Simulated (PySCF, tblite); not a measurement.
# C₆H₁₁BF₂Si: geometry, infrared bands and NMR shifts

Wanted: the infrared bands and NMR shifts of C₆H₁₁BF₂Si (`CB([SiH2]C(F)F)[C@H]1[C@@H]2C[C@@H]21`), by calculation.

Computed with tblite 0.8.0 and PySCF 2.14.0, with density-fitted response routines of our own, on a single molecule in the gas phase. Atoms are numbered from 0 throughout.

**1. The starting structure**

21 atoms, charge 0, multiplicity 1; geometry from: force field or distance geometry start.

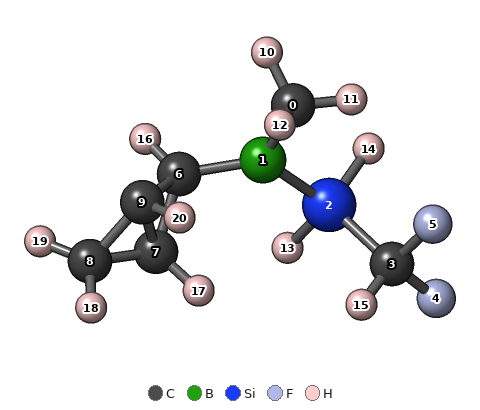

The starting geometry (carbon dark grey, boron green, silicon blue, fluorine light blue, hydrogen pink), atoms numbered.

**2. Relaxing the molecule with GFN2-xTB**

Job settings and geometry (Å):

```
{"job": {"kind": "relax", "xc": "GFN2-xTB", "basis": "xTB"}, "charge": 0, "multiplicity": 1}
C      0.193500     1.782900     1.310400
B      0.104900     0.893200    -0.009800
Si     1.745800     0.435500    -0.964800
C      2.815800    -0.643300     0.087100
F      3.939700    -1.021000    -0.610000
F      3.192700     0.037900     1.227900
C     -1.311200     0.457800    -0.596500
C     -1.495400    -1.026600    -0.839700
C     -2.861500    -1.498200    -0.384400
C     -2.200100    -0.352500     0.347600
H     -0.399400     2.715600     1.152000
H      1.234100     2.047200     1.541400
H     -0.246900     1.229000     2.179600
H      1.385700    -0.288600    -2.198600
H      2.456700     1.679200    -1.314700
H      2.247200    -1.557800     0.399300
H     -1.864300     1.121800    -1.285400
H     -0.683900    -1.681500    -0.451000
H     -2.871800    -2.457300     0.169900
H     -3.690300    -1.176800    -1.045900
H     -1.700100    -0.679500     1.285200
```

Started as:

```console
> OMP_NUM_THREADS=1 python probes_run.py task.json out
```

This one command runs all jobs of the session in turn.

Log:

```text
step      E/eV     max force
  0    -835.88658    2.669
  1    -836.29400    1.495
  2    -836.53367    1.205
  3    -836.69954    0.966
  4    -836.78510    0.615
  5    -836.84341    0.637
  6    -836.92638    0.747
  7    -837.00489    0.739
  8    -837.07651    0.808
  9    -837.13183    0.757
 10    -837.17171    0.541
 11    -837.20249    0.413
 12    -837.22042    0.284
 13    -837.22938    0.223
 14    -837.23502    0.187
 15    -837.23989    0.191
 16    -837.24486    0.184
 17    -837.25086    0.242
 18    -837.25763    0.240
 19    -837.26584    0.216
 20    -837.27403    0.221
 21    -837.28144    0.206
 22    -837.28759    0.194
 23    -837.29260    0.199
 24    -837.29638    0.157
 25    -837.29911    0.117
 26    -837.30147    0.117
 27    -837.30416    0.128
 28    -837.30724    0.164
 29    -837.31030    0.165
 30    -837.31302    0.120
 31    -837.31547    0.128
 32    -837.31773    0.127
 33    -837.31963    0.092
 34    -837.32090    0.061
 35    -837.32157    0.048
 36    -837.32196    0.054
 37    -837.32230    0.053
 38    -837.32271    0.052
 39    -837.32317    0.045
 40    -837.32356    0.057
 41    -837.32382    0.051
 42    -837.32403    0.037
 43    -837.32429    0.040
 44    -837.32468    0.048
 45    -837.32514    0.062
 46    -837.32560    0.061
 47    -837.32608    0.046
 48    -837.32663    0.060
 49    -837.32724    0.062
 50    -837.32781    0.046
 51    -837.32829    0.051
 52    -837.32868    0.057
 53    -837.32906    0.061
 54    -837.32947    0.057
 55    -837.32988    0.042
 56    -837.33026    0.037
 57    -837.33055    0.036
 58    -837.33074    0.029
 59    -837.33087    0.024
 60    -837.33099    0.024
 61    -837.33113    0.026
 62    -837.33128    0.031
 63    -837.33143    0.029
 64    -837.33159    0.029
 65    -837.33177    0.031
 66    -837.33195    0.032
 67    -837.33213    0.031
 68    -837.33229    0.029
 69    -837.33244    0.028
 70    -837.33262    0.028
 71    -837.33281    0.033
 72    -837.33303    0.033
 73    -837.33329    0.037
 74    -837.33359    0.043
 75    -837.33392    0.045
 76    -837.33425    0.047
 77    -837.33453    0.035
 78    -837.33473    0.029
 79    -837.33488    0.026
 80    -837.33499    0.021
 81    -837.33508    0.021
 82    -837.33518    0.022
 83    -837.33528    0.024
 84    -837.33535    0.025
 85    -837.33541    0.020
 86    -837.33547    0.018
 87    -837.33555    0.016
 88    -837.33562    0.017
 89    -837.33567    0.020
 90    -837.33572    0.017
 91    -837.33580    0.020
 92    -837.33589    0.021
 93    -837.33597    0.019
 94    -837.33604    0.020
 95    -837.33611    0.023
 96    -837.33621    0.030
 97    -837.33640    0.033
 98    -837.33670    0.041
 99    -837.33708    0.054
100    -837.33749    0.051
101    -837.33787    0.042
102    -837.33779    0.102
103    -837.33844    0.059
104    -837.33876    0.046
105    -837.33637    0.315
106    -837.33988    0.080
107    -837.34047    0.050
108    -837.34017    0.242
109    -837.34160    0.050
110    -837.34215    0.051
111    -837.34111    0.304
112    -837.34367    0.041
113    -837.34425    0.043
114    -837.34491    0.162
115    -837.34577    0.058
116    -837.34630    0.055
117    -837.34823    0.088
118    -837.34891    0.045
119    -837.34939    0.035
120    -837.34992    0.052
121    -837.35025    0.064
122    -837.35057    0.098
123    -837.35100    0.075
124    -837.35162    0.086
125    -837.35243    0.073
126    -837.35302    0.059
127    -837.35316    0.127
128    -837.35380    0.050
129    -837.35412    0.042
130    -837.35452    0.078
131    -837.35495    0.075
132    -837.35566    0.056
133    -837.35639    0.108
134    -837.35761    0.073
135    -837.35829    0.153
136    -837.35927    0.075
137    -837.35985    0.059
138    -837.36044    0.116
139    -837.36113    0.091
140    -837.36191    0.074
141    -837.36259    0.053
142    -837.36171    0.192
143    -837.36311    0.034
144    -837.36335    0.030
145    -837.36336    0.123
146    -837.36387    0.022
147    -837.36399    0.022
148    -837.36415    0.038
149    -837.36424    0.029
150    -837.36448    0.030
151    -837.36466    0.044
152    -837.36483    0.020
153    -837.36494    0.018
154    -837.36505    0.019
155    -837.36511    0.022
156    -837.36519    0.018
157    -837.36528    0.015
158    -837.36535    0.014
159    -837.36538    0.013
160    -837.36542    0.013
161    -837.36546    0.013
162    -837.36550    0.015
163    -837.36553    0.014
164    -837.36556    0.013
165    -837.36562    0.017
166    -837.36573    0.019
167    -837.36589    0.026
168    -837.36609    0.035
169    -837.36631    0.039
170    -837.36657    0.034
171    -837.36692    0.048
172    -837.36742    0.061
173    -837.36817    0.100
174    -837.36897    0.081
175    -837.36971    0.056
176    -837.36963    0.152
177    -837.37068    0.054
178    -837.37119    0.054
179    -837.37307    0.102
180    -837.37435    0.109
181    -837.37711    0.228
182    -837.37568    0.288
183    -837.38183    0.101
184    -837.38303    0.089
185    -837.38575    0.084
186    -837.38701    0.107
187    -837.38934    0.107
188    -837.39103    0.099
189    -837.39314    0.103
190    -837.39443    0.110
191    -837.39641    0.138
192    -837.39854    0.146
193    -837.40109    0.129
194    -837.40317    0.164
195    -837.40579    0.125
196    -837.40803    0.122
197    -837.41067    0.125
198    -837.41247    0.118
199    -837.41407    0.152
200    -837.41653    0.106
201    -837.41867    0.100
202    -837.42195    0.163
203    -837.42618    0.207
204    -837.43131    0.238
205    -837.43387    0.303
206    -837.44043    0.178
207    -837.44474    0.172
208    -837.45069    0.206
209    -837.45530    0.189
210    -837.45752    0.226
211    -837.46026    0.120
212    -837.46202    0.145
213    -837.46371    0.081
214    -837.46497    0.106
215    -837.46608    0.074
216    -837.46707    0.059
217    -837.46772    0.050
218    -837.46807    0.051
219    -837.46843    0.059
220    -837.46904    0.069
221    -837.46975    0.094
222    -837.47076    0.079
223    -837.47201    0.098
224    -837.47322    0.076
225    -837.47446    0.096
226    -837.47569    0.084
227    -837.47690    0.097
228    -837.47819    0.087
229    -837.47986    0.096
230    -837.48137    0.164
231    -837.48178    0.130
232    -837.48365    0.093
233    -837.48436    0.097
234    -837.48527    0.084
235    -837.48616    0.077
236    -837.48720    0.079
237    -837.48823    0.062
238    -837.48664    0.264
239    -837.48925    0.045
240    -837.48970    0.041
241    -837.49097    0.144
242    -837.49174    0.047
243    -837.49225    0.047
244    -837.49344    0.077
245    -837.49399    0.065
246    -837.49467    0.055
247    -837.49540    0.057
248    -837.49602    0.062
249    -837.49692    0.082
250    -837.49814    0.068
251    -837.49941    0.053
252    -837.50008    0.043
253    -837.50060    0.046
254    -837.50094    0.030
255    -837.50117    0.037
256    -837.50133    0.038
257    -837.50148    0.038
258    -837.50171    0.027
259    -837.50197    0.031
260    -837.50229    0.031
261    -837.50260    0.030
262    -837.50291    0.033
263    -837.50324    0.037
264    -837.50363    0.038
265    -837.50404    0.039
266    -837.50446    0.038
267    -837.50485    0.043
268    -837.50518    0.040
269    -837.50542    0.039
270    -837.50555    0.032
271    -837.50564    0.022
272    -837.50572    0.026
273    -837.50579    0.016
274    -837.50583    0.014
275    -837.50586    0.013
276    -837.50588    0.011
277    -837.50590    0.009
```

It took 4.4 s on 1 thread of Arm Neoverse N1, shared host; peak memory 0.18 GiB.

Relaxation path: (not every step is listed)

| step | energy from step 0 (eV) | largest force (eV/Å) |
| --- | --- | --- |
| 0 | 0.0000 | 2.6687 |
| 1 | -0.4074 | 1.4949 |
| 2 | -0.6471 | 1.2048 |
| 3 | -0.8130 | 0.9665 |
| 4 | -0.8985 | 0.6150 |
| 5 | -0.9568 | 0.6367 |
| 6 | -1.0398 | 0.7473 |
| 7 | -1.1183 | 0.7392 |
| 8 | -1.1899 | 0.8075 |
| 34 | -1.4343 | 0.0613 |
| 60 | -1.4444 | 0.0239 |
| 86 | -1.4489 | 0.0181 |
| 112 | -1.4571 | 0.0412 |
| 138 | -1.4739 | 0.1162 |
| 164 | -1.4790 | 0.0128 |
| 190 | -1.5079 | 0.1096 |
| 216 | -1.5805 | 0.0585 |
| 242 | -1.6052 | 0.0465 |
| 268 | -1.6186 | 0.0398 |
| 272 | -1.6191 | 0.0263 |
| 273 | -1.6192 | 0.0158 |
| 274 | -1.6192 | 0.0139 |
| 275 | -1.6193 | 0.0127 |
| 276 | -1.6193 | 0.0110 |
| 277 | -1.6193 | 0.0087 |

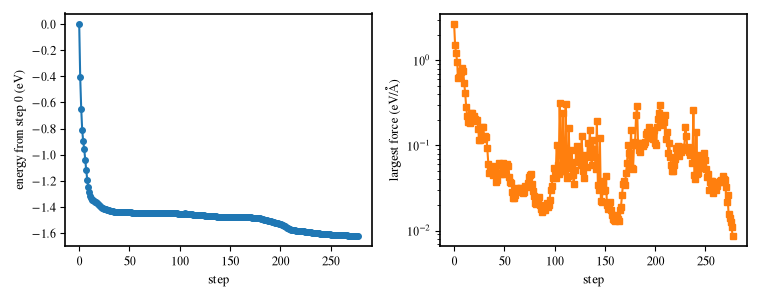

Energy and force, step by step.

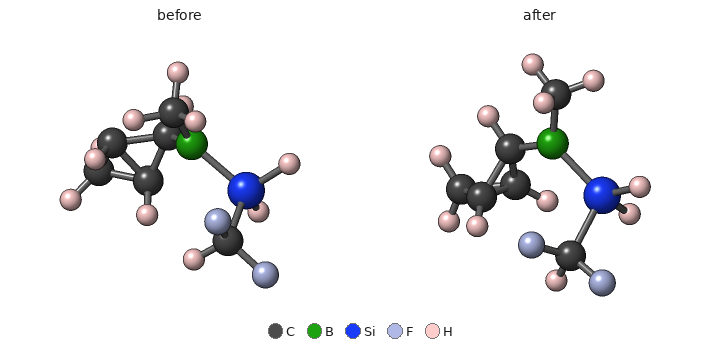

Before and after, at one scale.

Close pairs (by a distance rule), those that changed most:

| bond | before (Å) | after (Å) | change (Å) |
| --- | --- | --- | --- |
| Si2–C3 | 1.848 | 1.954 | +0.106 |
| C7–C9 | 1.536 | 1.462 | -0.075 |
| C7–H17 | 1.113 | 1.068 | -0.045 |
| C9–H20 | 1.112 | 1.067 | -0.045 |
| B1–C6 | 1.593 | 1.553 | -0.041 |
| C0–H12 | 1.121 | 1.088 | -0.033 |
| C0–H10 | 1.116 | 1.089 | -0.027 |
| C8–H18 | 1.108 | 1.083 | -0.024 |

The next job starts from the end point, and lists it.

**3. Harmonic vibrations with GFN2-xTB**

Job settings and geometry (Å):

```
{"job": {"kind": "ir", "xc": "GFN2-xTB", "basis": "xTB"}, "charge": 0, "multiplicity": 1}
C     -0.031956     2.565463     0.727233
B      0.004668     1.141543     0.058119
Si     1.683266     0.520390    -0.764532
C      2.337919    -1.081534     0.142258
F      3.691533    -1.180194     0.043089
F      2.069882    -1.024776     1.485378
C     -1.282576     0.273250     0.073488
C     -1.474810    -0.838020    -0.947124
C     -2.496274    -1.606632    -0.168033
C     -1.189534    -1.202277     0.439245
H      0.476057     3.325341     0.134838
H      0.519951     2.515754     1.668366
H     -1.028809     2.930649     0.966305
H      1.640479     0.058583    -2.166150
H      2.852257     1.409460    -0.687245
H      1.926898    -2.035640    -0.216463
H     -2.207126     0.751473     0.403056
H     -1.016495    -1.000617    -1.898187
H     -2.639650    -2.652757    -0.410321
H     -3.405106    -1.105966     0.147651
H     -0.439493    -1.746552     0.968556
```

Log:

```text
mode    cm-1     km/mol
  1      -5.3      1.18
  2      38.7      1.64
  3      54.9      1.20
  4      71.0      2.57
  5      80.1      0.49
  6     117.0      0.84
  7     148.5      0.20
  8     207.5      0.54
  9     231.4      0.74
 10     290.7     21.87
 11     327.4      8.25
 12     381.1     34.38
 13     432.1      5.78
 14     453.3     29.18
 15     486.9      3.78
 16     578.2      9.00
 17     593.9      1.76
 18     664.3     11.90
 19     705.4    248.16
 20     766.8     24.37
 21     776.0     23.60
 22     812.2    156.85
 23     816.1     86.92
 24     859.5      3.55
 25     892.0      8.00
 26     935.0      0.26
 27     943.6      4.83
 28     979.4     21.80
 29     987.7    119.37
 30     992.3      6.06
 31    1057.3     28.06
 32    1071.0     66.38
 33    1076.9     63.17
 34    1091.5      8.16
 35    1095.2      4.77
 36    1115.0      2.08
 37    1156.9     78.36
 38    1231.0     29.02
 39    1247.6     33.25
 40    1288.9      4.94
 41    1333.8     44.76
 42    1383.0     32.12
 43    1402.6      5.25
 44    1472.6      5.81
 45    1490.2      1.97
 46    1503.9      2.13
 47    2170.5    344.44
 48    2225.0    269.33
 49    2885.7     50.72
 50    2937.1     61.05
 51    2981.0     12.29
 52    3015.5     23.06
 53    3018.1     47.62
 54    3028.4     31.46
 55    3056.7     47.02
 56    3175.0     25.37
 57    3195.7     13.13
```

Run time: 1.7 s. Hardware: 1 thread of Arm Neoverse N1, shared host; peak memory 0.18 GiB.

The strongest bands and the atoms that carry them (share of the mass-weighted mode):

| cm⁻¹ | km/mol | atoms |
| --- | --- | --- |
| 705 | 248.2 | H14 49 %, H13 33 %, Si2 13 % |
| 812 | 156.8 | H13 30 %, H14 28 % |
| 816 | 86.9 | H13 21 %, H14 17 %, C6 14 %, H18 11 % |
| 988 | 119.4 | C3 57 %, F5 20 %, F4 11 % |
| 1071 | 66.4 | C3 39 %, F4 16 %, B1 15 % |
| 1157 | 78.4 | B1 48 %, C6 18 % |
| 2170 | 344.4 | H13 95 % |
| 2225 | 269.3 | H14 95 % |

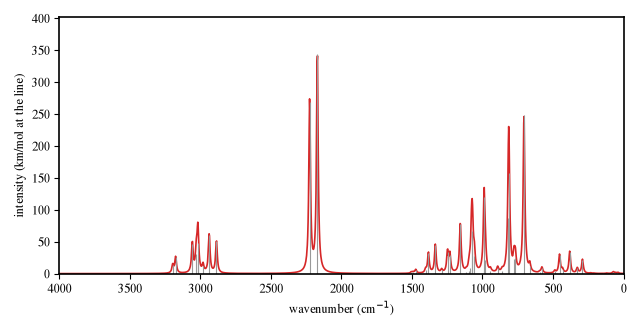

The infrared spectrum from these modes, unscaled. Lines are broadened to a width of 14 cm⁻¹ (Lorentzian).

**4. Shielding tensors: PBE0/pcSseg-1**

Settings changed since step 3:

```diff
@@ -1,2 +1,2 @@
-{"job": {"kind": "ir", "xc": "GFN2-xTB", "basis": "xTB"}, "charge": 0, "multiplicity": 1}
+{"job": {"kind": "nmr", "xc": "PBE0", "basis": "pcSseg-1"}, "charge": 0, "multiplicity": 1}
 C     -0.031956     2.565463     0.727233
```

Method: GIAO PBE0/pcSseg-1 NMR shielding, non-relativistic, gas phase.

Log:

```text
coarse grid: 18224 points
cycle   1  E = -748.3303156095  dE =  1.356e+00  |g| = 7.250e-01  |ddm| = 4.059e+00
cycle   2  E = -748.2553535101  dE =  7.496e-02  |g| = 1.013e+00  |ddm| = 1.141e+00
cycle   3  E = -748.4311442029  dE = -1.758e-01  |g| = 7.158e-02  |ddm| = 6.622e-01
cycle   4  E = -748.4319529708  dE = -8.088e-04  |g| = 3.560e-02  |ddm| = 7.753e-02
cycle   5  E = -748.4322367304  dE = -2.838e-04  |g| = 5.099e-03  |ddm| = 3.147e-02
cycle   6  E = -748.4322421145  dE = -5.384e-06  |g| = 1.714e-03  |ddm| = 7.389e-03
final grid: 172688 points
cycle   7  E = -748.5011953416  dE = -5.853e-05  |g| = 1.095e-02  |ddm| = 4.145e-02
cycle   8  E = -748.5011786192  dE =  1.672e-05  |g| = 1.432e-02  |ddm| = 2.186e-02
cycle   9  E = -748.5012239328  dE = -4.531e-05  |g| = 1.029e-03  |ddm| = 1.192e-02
cycle  10  E = -748.5012241417  dE = -2.089e-07  |g| = 3.124e-04  |ddm| = 1.073e-03
cycle  11  E = -748.5012241599  dE = -1.822e-08  |g| = 6.341e-05  |ddm| = 2.879e-04
cycle  12  E = -748.5012241607  dE = -8.135e-10  |g| = 2.416e-05  |ddm| = 8.270e-05
converged SCF energy = -748.5012241607

GIAO shielding tensors (ppm)
atom      isotropic    diamagn.    paramagn.     s11        s22        s33       span
  0 C      162.618     252.671     -90.054    130.873    174.629    182.351     51.478
  1 B        2.880     194.485    -191.605    -66.139    -51.207    125.987    192.126
  2 Si     420.198     881.160    -460.962    367.027    443.760    449.807     82.779
  3 C       57.517     248.556    -191.039     32.308     64.005     76.237     43.929
  4 F      300.269     469.200    -168.932    178.982    305.310    416.514    237.532
  5 F      316.502     477.251    -160.749    179.482    321.885    448.140    268.657
  6 C      131.095     254.191    -123.097     83.326    120.760    189.198    105.871
  7 C      173.669     253.190     -79.521    130.707    184.186    206.113     75.406
  8 C      152.884     261.622    -108.739    134.907    138.167    185.577     50.671
  9 C      175.841     249.295     -73.454    136.719    184.950    205.855     69.136
 10 H       30.049      29.537       0.513     26.130     29.210     34.808      8.678
 11 H       30.526      30.154       0.372     27.468     28.620     35.492      8.024
 12 H       29.938      30.854      -0.917     25.986     29.678     34.148      8.161
 13 H       27.689      29.583      -1.895     24.474     27.153     31.439      6.965
 14 H       27.827      29.179      -1.352     24.532     26.506     32.444      7.911
 15 H       25.139      30.573      -5.435     22.665     25.662     27.089      4.424
 16 H       30.760      33.461      -2.701     24.472     30.520     37.289     12.817
 17 H       29.178      33.264      -4.087     23.215     27.514     36.803     13.588
 18 H       30.324      31.582      -1.258     24.271     26.089     40.612     16.341
 19 H       31.162      32.429      -1.267     25.115     28.857     39.513     14.398
 20 H       29.109      33.295      -4.186     22.242     27.626     37.458     15.215
```

It took 93 s on 1 thread of Arm Neoverse N1, shared host; peak memory 1.1 GiB.

The references, computed at this level on geometries of the same kind, shield at (ppm): 1H TMS 31.72, 13C TMS 186.9, 29Si TMS 349.2, 19F CFCl3 170.9, 11B BF3·OEt2 100.1. Their shielding less the atom's gives the shift. The references are single molecules in the gas phase, so shifts against H2O, NH3, PH3, H3PO4 or CFCl3 are not on the usual liquid scales and can be off by tens of ppm. Atoms listed in one row are averaged.

| atoms | environment | σ (ppm) | δ (ppm) | δ scaled to CDCl3 |
| --- | --- | --- | --- | --- |
| C3 | sp3 CH bonded to 2 F and Si | 57.5 | 129.4 | 124.4 |
| C6 | three-membered-ring carbon | 131.1 | 55.8 | 52.6 |
| C8 | three-membered-ring carbon | 152.9 | 34.0 | 31.3 |
| C0 | methyl carbon bonded to B | 162.6 | 24.3 | 21.8 |
| C7, C9 | three-membered-ring carbon | 174.8 | 12.2 | 10.0 |
| H15 | hydrogen on an sp3 CH bonded to 2 F and Si | 25.14 | 6.58 | 6.31 |
| H13, H14 | hydrogen on a silicon bonded to C, B | 27.76 | 3.96 | – |
| H17, H20 | hydrogen on a three-membered-ring carbon | 29.14 | 2.57 | 2.53 |
| H10, H11, H12 | hydrogen on a methyl carbon bonded to B | 30.17 | 1.55 | 1.56 |
| H18 | hydrogen on a three-membered-ring carbon | 30.32 | 1.39 | 1.42 |
| H16 | hydrogen on a three-membered-ring carbon | 30.76 | 0.96 | 1.01 |
| H19 | hydrogen on a three-membered-ring carbon | 31.16 | 0.56 | 0.63 |
| B1 | boron bonded to 2 C, Si | 2.9 | 97.2 | – |
| Si2 | silicon bonded to C, B, 2 H | 420.2 | -71.0 | – |
| F4, F5 | fluorine of a CF2 group | 308.4 | -137.4 | – |

The scaled column applies a straight-line fit of computed shieldings to shifts measured in CDCl3, and one for carbons that bear F (root-mean-square error 0.16 ppm for H, 1.9 ppm for C).

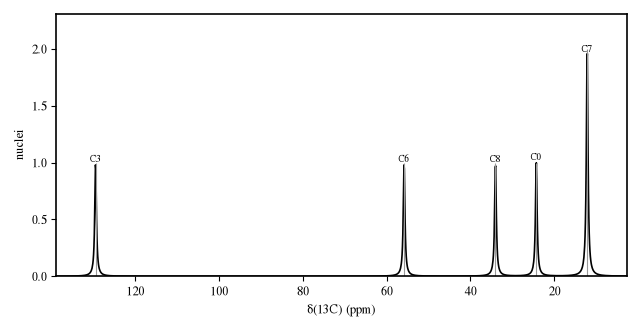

13C lines at the computed shifts, without couplings. Lines are broadened to a width of 0.47 ppm (Lorentzian).

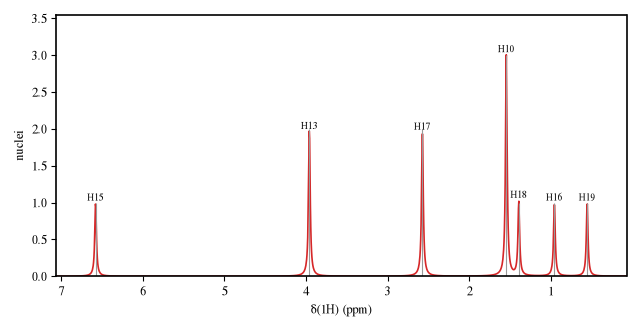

1H lines at the computed shifts, without couplings. Lines are broadened to a width of 0.02 ppm (Lorentzian).

Charges from the same density, by scheme (e):

| atoms | Mulliken | IAO | Hirshfeld | ESP fit |
| --- | --- | --- | --- | --- |
| C0 | -0.52 | -0.56 | -0.19 | -0.63 |
| B1 | 0.22 | 0.05 | 0.12 | 0.64 |
| Si2 | 0.43 | 0.55 | 0.24 | 0.02 |
| C3 | 0.27 | 0.20 | 0.06 | 0.32 |
| F4, F5 | -0.31 | -0.31 | -0.12 | -0.23 |
| C6 | -0.35 | -0.24 | -0.11 | -0.58 |
| C7, C9 | -0.14 | -0.14 | -0.04 | -0.02 |
| C8 | -0.12 | -0.27 | -0.07 | -0.37 |

Mulliken charges:

C0 -0.52; B1 0.22; Si2 0.43; C3 0.27; F4 -0.31; F5 -0.32; C6 -0.35; C7 -0.14; C8 -0.12; C9 -0.15; H10 0.14; H11 0.15; H12 0.12; H13 -0.06; H14 -0.05; H15 0.11; H16 0.12; H17 0.11; H18 0.13; H19 0.13; H20 0.11

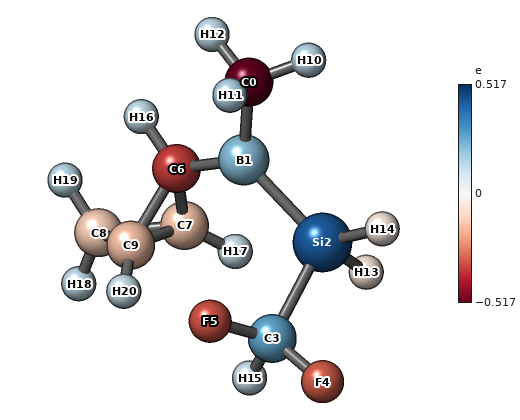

Mulliken charges, as colours on the atoms.

Mayer bond orders: C0–B1 1.06, B1–Si2 0.90, Si2–C3 0.86, C3–F4 0.92, C3–F5 0.88, B1–C6 1.00, C6–C7 0.91, C7–C8 0.98, C8–C9 0.97, C9–C6 0.91, C9–C7 0.83.

Ring of atoms C6, C7, C9: NICS(0) -44.8, NICS(1) -9.9, NICS(1)zz -23.1 ppm (means of both faces; NICS(1) differs between them: -14.1 and -5.8).

In rings of three or four atoms NICS is ruled by the nearby σ bonds, so it says little on aromaticity.

Ring of atoms C7, C8, C9: NICS(0) -45.0, NICS(1) -11.1, NICS(1)zz -22.5 ppm (means of both faces; NICS(1) differs between them: -14.4 and -7.7).

In rings of three or four atoms NICS is ruled by the nearby σ bonds, so it says little on aromaticity.

**5. Results**

| quantity | value |
| --- | --- |
| strongest single infrared mode (GFN2-xTB) | 2170 cm⁻¹, 344 km/mol |
| zero-point energy (GFN2-xTB) | 96.3 kcal/mol |
| 13C shifts against TMS (PBE0/pcSseg-1, means over atoms taken as alike) | 129.4, 55.8, 34.0, 24.3, 12.2 ppm |
| 1H shifts against TMS (PBE0/pcSseg-1, means over atoms taken as alike) | 6.58, 3.96, 2.57, 1.55, 1.39, 0.96, 0.56 ppm |
| 11B shifts against BF3·OEt2 (PBE0/pcSseg-1) | 97.2 ppm |
| 29Si shifts against TMS (PBE0/pcSseg-1) | -71.0 ppm |
| 19F shifts against CFCl3 (PBE0/pcSseg-1, means over atoms taken as alike) | -137.4 ppm |

**Reading.** Relaxing lowered the energy by 1.619 eV in 277 steps; the close pair that moved most is Si2–C3, from 1.848 to 1.954 Å. The lowest mode is slightly imaginary (5i cm⁻¹), a soft motion within the noise of the Hessian, so the minimum is not strictly shown. The strongest single mode, at 2170 cm⁻¹, moves mainly H13. Unscaled tight-binding wavenumbers are off by several per cent, some by more. Its intensities can rank the bands wrongly. H15 (hydrogen on an sp3 CH bonded to 2 F and Si) lies farthest downfield among hydrogen, at 6.58 ppm; its carbon carries F, hence the downfield position. At PBE0/pcSseg-1: The widest tensor belongs to F4, F5: span 253 ppm, with a paramagnetic part of -165 ppm.
